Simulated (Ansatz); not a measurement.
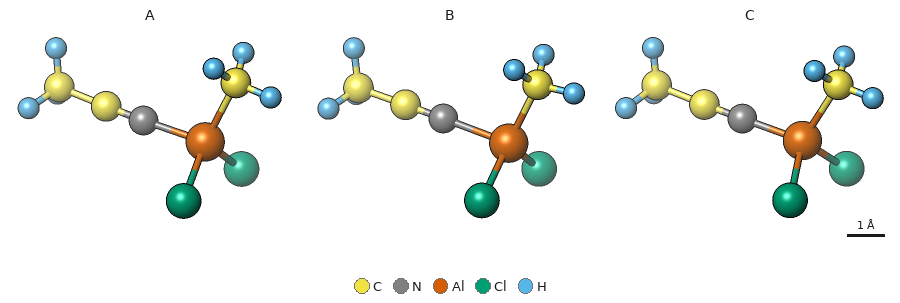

3 geometries from one relaxation of C₃H₆AlCl₂N (coarse preliminary run), in shuffled order. A ball-and-stick model, seen at a tilt.

The start comes from a force field.

The calculation used Ansatz 0.2.0, RKS PBE-D4/def2-SVP. Set-up: force threshold 0.03 eV/Å; at most 200 steps.

Q: Put them in the order of the run, from the start to the converged end.

A: C, A, B. They are steps 0, 1, 6, at +81.4 kJ/mol, +19.1 kJ/mol relative to the last. The atom that moves furthest after the best rigid fit is a Cl atom (0.26 Å). Largest moves by element: Cl 0.26 Å, Al 0.23 Å, H 0.14 Å, C 0.10 Å, N 0.04 Å. Some distances before and after: Al–N 1.821 → 2.024 Å, Al–Cl 2.271 → 2.149 Å, Al–C 2.035 → 1.955 Å, C–H 1.046 → 1.108 Å. Bond angles that change, for instance: N–Al–Cl 113.1° → 98.6°, C–Al–Cl 106.7° → 118.3°, N–Al–Cl 107.6° → 98.5°. Over 6 geometry steps the energy falls by 81.4 kJ/mol. Largest force component: 3.6 eV/Å at the start, 0.02 eV/Å at the end.
